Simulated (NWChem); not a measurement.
**CCSD[T]/6-31G(d)/LANL2DZ (core potential, spherical functions) run of InNH4 (SMILES [NH2][InH2])**

Aim: the vertical electron affinity of InNH4 at CCSD[T]/6-31G*/LANL2DZ (core potential, spherical functions), from 2 runs. 

The calculation is run with NWChem 7.3.0.

2 further runs of the same task are left out: 1 that didn't finish, 1 set aside as unsound or not needed.

## 1. Starting point

InNH4: 6 atoms, total charge 0, spin state singlet. SMILES: `[NH2][InH2]`. Geometry: relaxed at PBE0-D4/def2-TZVP.

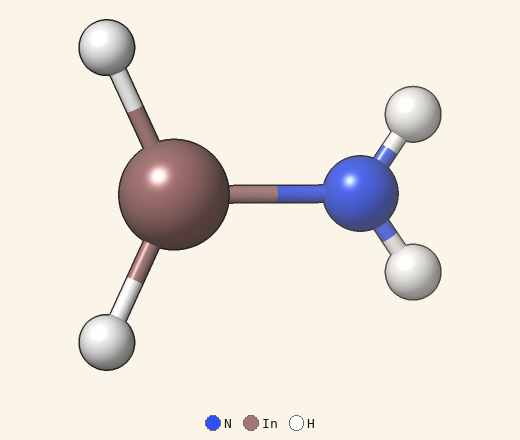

Viewed from a chosen angle; nitrogen blue, indium brown, hydrogen white.

## 2. The energy at CCSD[T]/6-31G(d)/LANL2DZ (core potential, spherical functions)

Contents of input.nw:

```
start input
memory 2200 mb

geometry units angstroms noautoz
N     -0.092200    -1.060500     0.036600
In     0.095300     0.935900    -0.048300
H     -0.598000    -1.552900     0.753400
H      0.311900    -1.697300    -0.629300
H      1.012500     1.520500    -1.370700
H     -0.687400     1.790300     1.212100
end

basis spherical bse
* library 6-31G* except In
In library LANL2DZ
end

ecp bse
In library LANL2DZ
end

scf
thresh 1e-07
maxiter 60
end

tce
scf
ccsd[t]
freeze core 1
maxiter 100
end

task tce energy
```

Started as:

```
$ nwchem input.nw > input.out
```

The program printed:

```text
[...]
 Group name             C2v
[...]
  functions       =    30
[...]
  wavefunction    = RHF
[...]
         Total SCF energy =    -58.533037621425
      One-electron energy =   -117.781744161312
      Two-electron energy =     39.898031733006
 Nuclear repulsion energy =     19.350674806880
        Time for solution =      0.3s
[...]
         Wavefunction type : Restricted Hartree-Fock
          No. of electrons :    14
[...]
         Spin multiplicity : singlet
[...]
 CCSD total energy / hartree       =       -58.763203604455185
[...]
 CCSD[T] total energy / hartree       =       -58.767916499601547
[...]
 CCSD(T) total energy / hartree       =       -58.767480684270254
[...]
```

It took 2 s on 1 thread of AMD EPYC 9R45 (Zen 5), shared host; peak memory 0.12 GiB.

## 3. The doublet anion

Contents of h4inn.xyz:

```xyz
6

N     -0.092200    -1.060500     0.036600
In     0.095300     0.935900    -0.048300
H     -0.598000    -1.552900     0.753400
H      0.311900    -1.697300    -0.629300
H      1.012500     1.520500    -1.370700
H     -0.687400     1.790300     1.212100
```

Contents of run.py:

```python
from ase.io import read
from ase.calculators.nwchem import NWChem

system = read('h4inn.xyz')

calc = NWChem(
    label='h4inn',
    theory='tce',
    memory='2200 mb',
    basis={'N': '6-31G*', 'In': 'LANL2DZ', 'H': '6-31G*'},
    basispar='spherical bse',
    charge=-1,
    scf={'nopen': '1', 'uhf': None, 'thresh': '1e-07', 'maxiter': '80'},
    tce={'scf': None, 'ccsd[t]': None, 'freeze': 'core 1', 'maxiter': '100'},
    task='energy',
    **{'ecp bse': {'In library': 'LANL2DZ'}},
)
system.calc = calc

e = system.get_potential_energy()
print(f"E = {e:.6f} eV")
```

Started as:

```
$ export ASE_NWCHEM_COMMAND="nwchem PREFIX.nwi > PREFIX.nwo"
$ python run.py
```

The program printed:

```text
E = -1597.901040 eV
```

The calculator wrote h4inn.nwi:

```
title "h4inn"

permanent_dir h4inn

scratch_dir h4inn

start h4inn

geometry units angstrom nocenter noautosym noautoz
  N  -9.2200000000000004e-02 -1.0605000000000000e+00 3.6600000000000001e-02
  In 9.5299999999999996e-02 9.3589999999999995e-01 -4.8300000000000003e-02
  H  -5.9799999999999998e-01 -1.5528999999999999e+00 7.5339999999999996e-01
  H  3.1190000000000001e-01 -1.6973000000000000e+00 -6.2929999999999997e-01
  H  1.0125000000000000e+00 1.5205000000000000e+00 -1.3707000000000000e+00
  H  -6.8740000000000001e-01 1.7903000000000000e+00 1.2121000000000000e+00
end

charge -1

memory 2200 mb

basis spherical bse noprint
   N library 6-31G*
  In library LANL2DZ
   H library 6-31G*
end

scf
  nopen 1
  uhf
  thresh 1e-07
  maxiter 80
end
tce
  scf
  ccsd[t]
  freeze core 1
  maxiter 100
end
ecp bse
  In library LANL2DZ
end

task tce energy
```

h4inn.nwo, shortened:

```text
[...]
      One electron energy =   -120.484379941911
[... 1 line left out ...]
 Nuclear repulsion energy =     19.350651645170
[... 30 lines left out ...]
          Final beta eigenvalues
[... 160 lines left out ...]
                     UHF Final Beta Molecular Orbital Analysis
[...]
 CCSD total energy / hartree       =       -58.718162526764431
[...]
 CCSD[T] total energy / hartree       =       -58.722003735869059
[...]
 CCSD(T) total energy / hartree       =       -58.721780596638553
[...]
```

Wall time 2.6 s (1 thread of AMD EPYC 9R45 (Zen 5), shared host); peak memory 0.17 GiB.

## 4. What came out

Level: CCSD[T]/6-31G*/LANL2DZ (core potential, spherical functions), 1 core orbital frozen.

| quantity | value |
| --- | --- |
| singlet InNH4: total energy | -58.76792 Eh |
| singlet InNH4: HOMO energy (Hartree–Fock orbitals) | -9.91 eV |
| singlet InNH4: LUMO energy (Hartree–Fock orbitals) | 1.41 eV |
| singlet InNH4: HOMO–LUMO gap (Hartree–Fock orbitals) | 11.32 eV |
| singlet InNH4: correlation energy (1 core orbital frozen) | -234.9 mEh |
| doublet anion: total energy | -58.72200 Eh |
| doublet anion: HOMO energy (Hartree–Fock orbitals) (highest over α and β) | 1.01 eV |
| doublet anion: LUMO energy (Hartree–Fock orbitals) (lowest over α and β) | 7.17 eV |
| doublet anion: correlation energy (1 core orbital frozen) | -233.6 mEh |
| doublet anion: ⟨S²⟩ of the reference determinant | 0.763 |
| vertical electron affinity (to the doublet anion) | -1.249 eV |

The anion lies 1.25 eV (121 kJ/mol) above the neutral: the electron isn't bound at this level, and such a value depends on the basis. Without diffuse functions anions come out too high. Mulliken charges (singlet InNH4) run from -1.25 on N1 to +1.02 on In2; they depend strongly on the basis. The HOMO (doublet anion) lies at positive energy, 1.01 eV: the electron is unbound at this level or held by a compact basis; values depend on the basis.
